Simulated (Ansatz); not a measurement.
Loss of CH4: how K changes with temperature for C2H4F2O ⇌ COF2 + CH4

Species: C2H4F2O `COC(F)F`, singlet; COF2 (carbonyl fluoride) `O=C(F)F`, singlet; CH4 (methane) `C`, singlet. This is a balance of energies; it says nothing on the path, which may need atoms to shift.

The electronic reaction energy at CCSD(T)/CBS estimate is -21.3 kJ/mol. Shapes: PBE0-D4/def2-TZVP. Flexible molecules stand in one conformer, not always the lowest. Programs: Ansatz 0.2.0. Enthalpy and entropy come from rigid-rotor, harmonic-oscillator sums on unscaled PBE0-D4/def2-TZVP wavenumbers, ideal gases at 1 bar; R ln 2 is added for the mirror twin of the chiral shape of C2H4F2O. Symmetry numbers: C2H4F2O 1, COF2 2, CH4 12. R = 8.3145 J/(mol K).

```
T (K)  ΔH (kJ/mol)  ΔS (J/(mol K))
  300        -34.1          +130.5
  500        -34.2          +130.5
  700            ?               ?
```

Question: Work out ln K at 300 and 500 K, and from these estimate it at 700 K.

Answer: 
1. 300 K: ΔG = -34.1 − 300 × (+130.5)/1000 = -73.2 kJ/mol; ln K = −ΔG/RT = +29.35.
2. 500 K: ΔG = -34.2 − 500 × (+130.5)/1000 = -99.5 kJ/mol; ln K = −ΔG/RT = +23.93.
3. Slope against 1000/T: (+23.93 − (+29.35))/(2.0000 − 3.3333) = +4.07, that is −ΔH/R with ΔH near -34 kJ/mol.
4. 700 K: ln K = +29.35 + (+4.07) × (1.4286 − 3.3333) = +21.60.

The full sums give ΔH = -35.8 kJ/mol, ΔS = +127.8 J/(mol K), ΔG = -125.3 kJ/mol and ln K = +21.53 at 700 K, so the line is off by +0.07 in ln K; without rounding the miss is +0.06, from the change of ΔH with temperature. The products are favoured over this whole range. The number of molecules rises, which sets the sign of ΔS, and lower pressure favours the products. An error of 10 kJ/mol in the energy moves ln K by 1.7 at 700 K. Soft modes are treated as harmonic, which can err either way at these temperatures; the lowest are those of C2H4F2O (108 cm⁻¹). Other conformers aren't counted. The CBS estimate extrapolates MP2 from def2-TZVPP and def2-QZVPP and adds CCSD(T) − MP2 in the triple-zeta set, cores frozen.

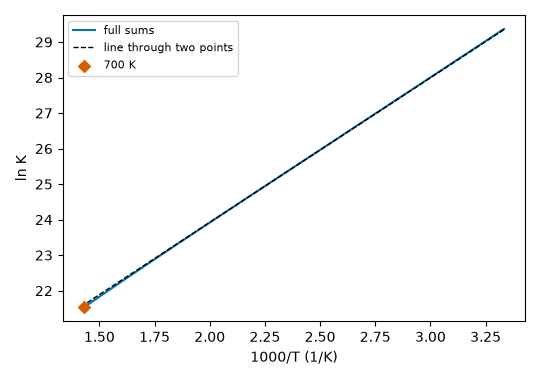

The van 't Hoff plot.
